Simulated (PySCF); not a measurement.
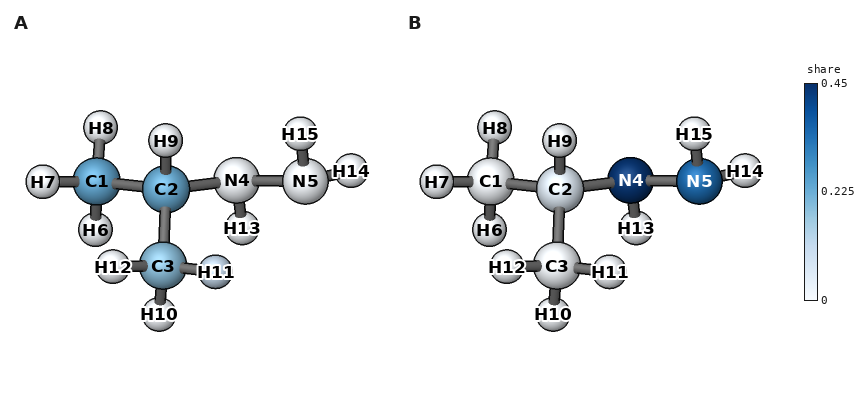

Each panel colours the atoms by their Löwdin share in one orbital (up to four of the largest shares; other atoms are shown as zero). Computed geometry: GFN2-xTB optimisation. No frequency run is at hand to confirm it as a minimum. Method: CAM-B3LYP/def2-SVPD (PySCF 2.14.0).

The panels show the HOMO−2, HOMO, in some order. Which is which?

A: HOMO−2, −10.93 eV; C1 0.23, C2 0.23, C3 0.19, H11 0.11
B: HOMO, −7.06 eV; N4 0.44, N5 0.35, C2 0.05
